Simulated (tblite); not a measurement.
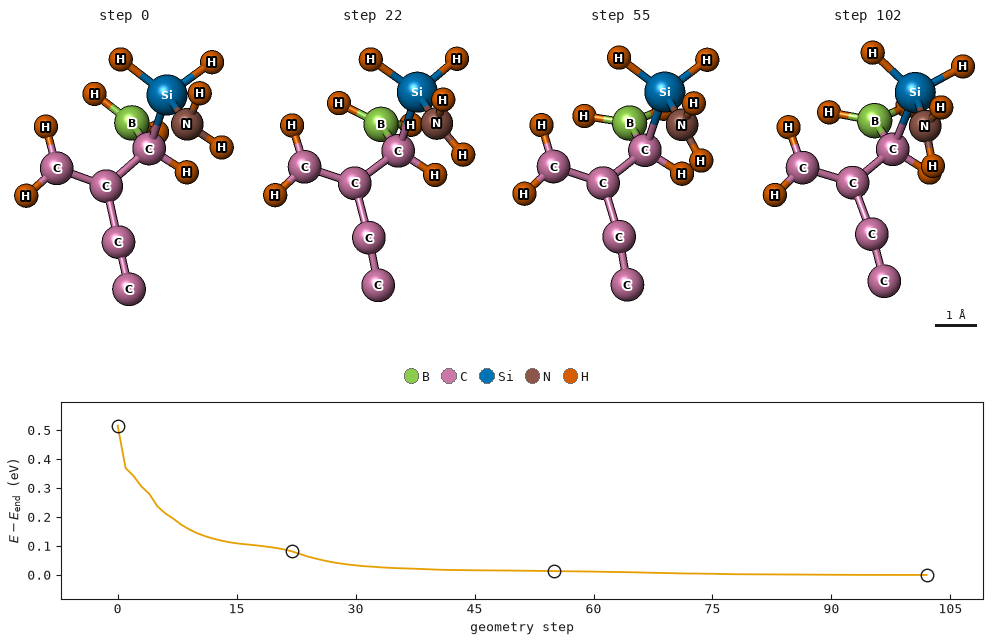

Frames of a relaxation of C$_{5}$H$_{9}$BNSi (multiplicity 2), marked on the history of the run. The picture is a ball-and-stick view, seen from a free direction.

Computed with GFN2-xTB geometry optimisation, gas phase in tblite 0.8.0. 

Question: What happens along the run?

Answer: The largest move after the best rigid fit is that of an H atom, 0.93 Å. By element the largest moves are H 0.93 Å, C 0.42 Å, N 0.26 Å, Si 0.18 Å, B 0.07 Å. Some distances before and after: C–Si 1.859 → 1.940 Å, N–Si 1.786 → 1.714 Å, B–C 1.596 → 1.543 Å, H–N 1.052 → 1.008 Å. Bond angles that change, for instance: Si–N–H 106.0° → 121.4°, C–C–C 179.2° → 165.1°, Si–N–H 107.7° → 121.2°. Groups turn about B–C by about 40°. The energy falls by 0.516 eV in 102 geometry steps. From step 0 to 22: an H atom moves most (0.27 Å), energy −0.435 eV. From step 22 to 55: an H atom moves most (0.44 Å), energy −0.068 eV. From step 55 to 102: an H atom moves most (0.43 Å), energy −0.013 eV.
